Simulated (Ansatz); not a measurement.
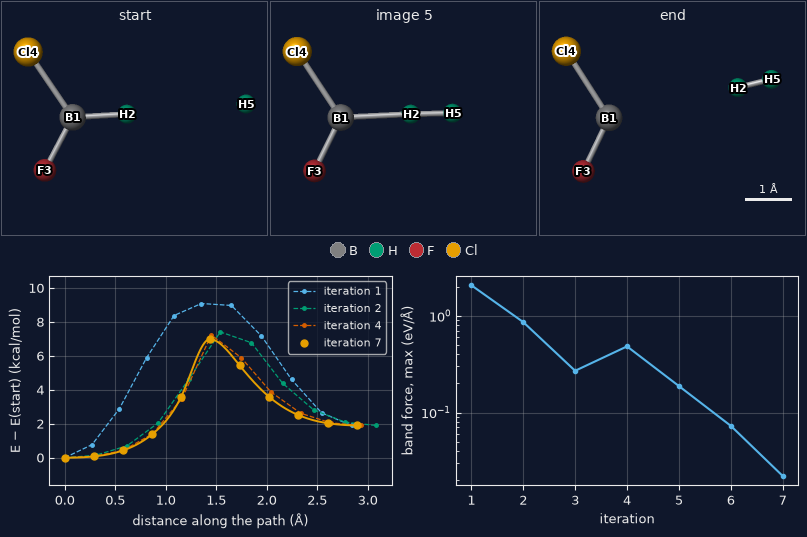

A search for the minimum-energy path of BH$_{2}$ClF (multiplicity 2), made up at the start of BHClF and H by the nudged elastic band. Images are numbered from 0 (start) to 10 (end). The plot follows the band through its iterations. Style: ball-and-stick. Shown face on.

Level of theory: Ansatz 0.2.0, UKS B3LYP-D4/cc-pVDZ.

The input:
```yaml
crystal:
  periodic: [false, false, false]
  atoms:
    - { symbol: B, position_ang: [-0.02193, 0.0, -0.242803] }
    - { symbol: H, position_ang: [0.007047, 0.0, 0.955272] }
    - { symbol: F, position_ang: [1.10172, 0.0, -0.94572] }
    - { symbol: Cl, position_ang: [-1.555095, 0.0, -1.107916] }
    - { symbol: H, position_ang: [0.000558, 0.0, 3.591166] }
magnetization:
  spin_polarized: true
  initial_magnetization: 1
basis:
  gaussian: { orbitals: cc-pVDZ }
hamiltonian:
  xc: b3lyp
  dispersion: d4
neb:
  order_check: false
  images: 9
  f_tol: 0.03
  max_iterations: 60
  spring: 20.0
  final_atoms:
    - { symbol: B, position_ang: [0.06741207, 0.0, -0.58440378] }
    - { symbol: H, position_ang: [-0.02765733, 0.0, 2.33073315] }
    - { symbol: F, position_ang: [1.12493082, 0.0, -1.36941522] }
    - { symbol: Cl, position_ang: [-1.57238056, 0.0, -1.220289] }
    - { symbol: H, position_ang: [-0.06000501, 0.0, 3.09337384] }
  initial_path:
    images:
      - { positions_ang: [[-0.02193, 0.0, -0.242803], [0.007047, 0.0, 0.955272], [1.10172, 0.0, -0.94572], [-1.555095, 0.0, -1.107916], [0.000558, 0.0, 3.591166]] }
      - { positions_ang: [[-0.01771336, 0.0, -0.19427748], [0.00601009, 0.0, 1.05218201], [1.10957789, 0.0, -0.88904097], [-1.56675473, 0.0, -1.07176143], [0.00118012, 0.0, 3.35289687]] }
      - { positions_ang: [[-0.01349672, 0.0, -0.14575196], [0.00497318, 0.0, 1.14909202], [1.11743578, 0.0, -0.83236195], [-1.57841447, 0.0, -1.03560686], [0.00180224, 0.0, 3.11462774]] }
      - { positions_ang: [[-0.00928008, 0.0, -0.09722643], [0.00393626, 0.0, 1.24600204], [1.12529366, 0.0, -0.77568292], [-1.5900742, 0.0, -0.99945229], [0.00242436, 0.0, 2.87635862]] }
      - { positions_ang: [[-0.00506344, 0.0, -0.04870091], [0.00289935, 0.0, 1.34291205], [1.13315155, 0.0, -0.7190039], [-1.60173394, 0.0, -0.96329773], [0.00304648, 0.0, 2.63808949]] }
      - { positions_ang: [[-0.0008468, 0.0, -0.00017539], [0.00186244, 0.0, 1.43982206], [1.14100944, 0.0, -0.66232487], [-1.61339367, 0.0, -0.92714316], [0.0036686, 0.0, 2.39982036]] }
      - { positions_ang: [[0.01280497, 0.0, -0.11702107], [-0.00404152, 0.0, 1.61800428], [1.13779372, 0.0, -0.80374294], [-1.60519105, 0.0, -0.98577233], [-0.00906612, 0.0, 2.53853106]] }
      - { positions_ang: [[0.02645675, 0.0, -0.23386675], [-0.00994547, 0.0, 1.7961865], [1.13457799, 0.0, -0.94516101], [-1.59698843, 0.0, -1.04440149], [-0.02180084, 0.0, 2.67724175]] }
      - { positions_ang: [[0.04010852, 0.0, -0.35071242], [-0.01584942, 0.0, 1.97436871], [1.13136227, 0.0, -1.08657908], [-1.5887858, 0.0, -1.10303066], [-0.03453556, 0.0, 2.81595245]] }
      - { positions_ang: [[0.0537603, 0.0, -0.4675581], [-0.02175338, 0.0, 2.15255093], [1.12814655, 0.0, -1.22799715], [-1.58058318, 0.0, -1.16165983], [-0.04727028, 0.0, 2.95466315]] }
      - { positions_ang: [[0.06741207, 0.0, -0.58440378], [-0.02765733, 0.0, 2.33073315], [1.12493082, 0.0, -1.36941522], [-1.57238056, 0.0, -1.220289], [-0.06000501, 0.0, 3.09337384]] }
```

Launched with:
```bash
ansatz run input.yaml --threads 1 --pin off --max-ram 2048MiB --backend cpu --events-out ev --progress --plain --runs-dir out
```

How did the profile develop, and is the result final?

The run is converged, with reservations. The band converged in 7 iterations. The largest component of the band force went from 2.1 to 0.022 eV/Å. The climbing image converged on the top of the path. Its curvatures weren't checked. The first iteration put the highest image at 9.1 kcal/mol. The highest point, image 5, lies 7.0 kcal/mol above the start and 5.1 kcal/mol above the end; the end is at +1.9 kcal/mol relative to the start.

Limits of the set-up: the start holds two separate molecules, 2.6 Å apart at their closest, whose relative position is a soft coordinate.
